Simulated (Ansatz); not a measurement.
# Two runs on C$_{2}$H$_{10}$InN

System: C$_{2}$H$_{10}$InN, SMILES C[NH+](C)[InH3-].
Method of run 1: RKS PBE0-D4/def2-TZVPP (Ansatz 0.2.0).

The geometry comes from this level: PBE0-D4/def2-TZVP. Text and figures count atoms from 1; the logs count them from 0 in places.

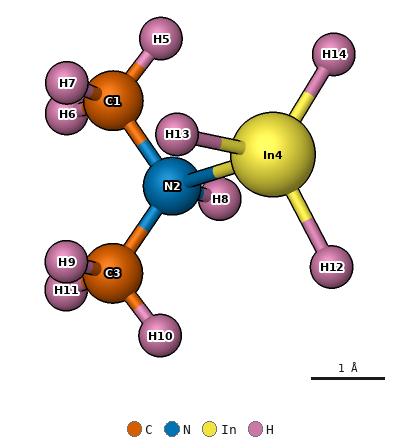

**Figure 1.** The input geometry (ball-and-stick view, seen at a tilt; atoms are numbered from 1 in the order of the input). Sticks mark near contacts. Bond lengths as drawn: C–H 1.09 to 1.10 Å, C–N 1.46 Å, H–In 1.74 Å, H–N 1.01 Å and In–N 2.37 Å.

Input file, run 1:
```yaml
crystal:
  periodic: [false, false, false]
  atoms:
    - {symbol: C, position_ang: [-0.114285, 1.213141, -0.899652]}
    - {symbol: N, position_ang: [-0.456120, 0.195094, 0.090419]}
    - {symbol: C, position_ang: [0.038209, 0.528384, 1.423841]}
    - {symbol: In, position_ang: [0.323650, -1.940990, -0.591316]}
    - {symbol: H, position_ang: [-0.541027, 0.941683, -1.865320]}
    - {symbol: H, position_ang: [-0.475155, 2.206794, -0.608997]}
    - {symbol: H, position_ang: [0.971286, 1.252596, -1.005318]}
    - {symbol: H, position_ang: [-1.465178, 0.097552, 0.127846]}
    - {symbol: H, position_ang: [1.129333, 0.543023, 1.402616]}
    - {symbol: H, position_ang: [-0.278607, -0.236620, 2.132830]}
    - {symbol: H, position_ang: [-0.319442, 1.508126, 1.761858]}
    - {symbol: H, position_ang: [-0.309021, -2.833602, 0.759219]}
    - {symbol: H, position_ang: [2.007552, -1.508291, -0.591394]}
    - {symbol: H, position_ang: [-0.524197, -1.996093, -2.107630]}
basis:
  gaussian: {orbitals: def2-TZVPP}
hamiltonian: {xc: pbe0, dispersion: d4}
output: {orbitals: {seedname: orbitals}}
```

Launched with:
```bash
ansatz run in.yaml --threads 4 --pin off --events-out ev --progress --plain --max-ram 10444MiB
```

Hardware: 4 threads of Arm Neoverse V1, 23 GiB of memory available, shared host.

Output (run 1):
```
Functional definition: PBE0
  parameter a = 0.25
  parameter kappa = 0.804
  parameter beta = 0.06672455060314922
  exchange = (1 - a)*pbe_x(kappa = kappa, mu = beta*pi^2/3) + a*exact_x
  correlation = pbe_c(beta = beta)
1586 factors; their error is unknown
mean field evaluation 1: about -8890.2016 eV, gradient 5.6e1 eV
mean field evaluation 2: about -8885.5649 eV, gradient 7.2e1 eV
mean field evaluation 4: about -8897.2084 eV, gradient 3.6e0 eV
mean field evaluation 8: about -8897.2200 eV, gradient 2.4e-2 eV
mean field evaluation 16: about -8897.2532 eV, gradient 3.1e-5 eV
mean field -8897.25324015 eV, -326.9680258008 hartree, gradient 3.1e-5 eV, S^2 0.000000; 0 other end points of the search recorded, 0 dependent functions left out
reference -8897.25328941 eV, -326.9680276110 hartree; 25, 25 occupied and 258, 258 virtual orbitals, 1586 factors
Total energy: -8897.49188337 eV, -326.9767957771 hartree
```

The input of run 2 differs as follows (lines with − go, lines with + come):
```diff
-  gaussian: {orbitals: def2-TZVPP}
+  gaussian: {orbitals: "def2-QZVPP.json"}
```

What does this change do to the results?

The total energy of run 2 is 6.2 kcal/mol lower, which measures the change of basis and not a stability. The LUMO goes from −0.16 to −0.30 eV. The basis functions go from 283 to 553. On the same kind of shared host run 2 took about 2.9 times as long.

Output (run 2):
```
Functional definition: PBE0
  parameter a = 0.25
  parameter kappa = 0.804
  parameter beta = 0.06672455060314922
  exchange = (1 - a)*pbe_x(kappa = kappa, mu = beta*pi^2/3) + a*exact_x
  correlation = pbe_c(beta = beta)
1657 factors; their error is unknown
mean field evaluation 1: about -8889.5123 eV, gradient 6.0e1 eV
mean field evaluation 2: about -8883.5952 eV, gradient 7.8e1 eV
mean field evaluation 4: about -8897.4617 eV, gradient 4.0e0 eV
mean field evaluation 8: about -8897.4790 eV, gradient 4.0e-2 eV
mean field evaluation 16: about -8897.5237 eV, gradient 2.2e-5 eV
mean field -8897.52369745 eV, -326.9779649229 hartree, gradient 2.2e-5 eV, S^2 0.000000; 0 other end points of the search recorded, 0 dependent functions left out
reference -8897.52374899 eV, -326.9779668173 hartree; 25, 25 occupied and 528, 528 virtual orbitals, 1657 factors
Total energy: -8897.76234295 eV, -326.9867349834 hartree
```

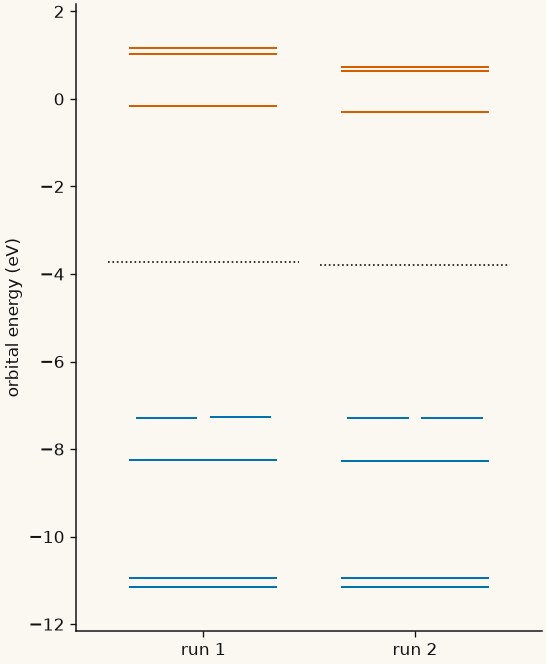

**Figure 2.** The five highest filled and three lowest empty orbital energies of the two runs; the dotted lines part filled from empty levels. The HOMO–LUMO gap is 7.11 eV in run 1 and 6.98 eV in run 2.

The two runs side by side:

| quantity | run 1 | run 2 |
| --- | --- | --- |
| outcome | converged | converged |
| total energy (hartree) | −326.976796 | −326.986735 |
| HOMO (eV) | −7.28 | −7.29 |
| LUMO (eV) | −0.16 | −0.30 |
| basis functions | 283 | 553 |
| wall time (shared host) | 3.8 s | 11 s |
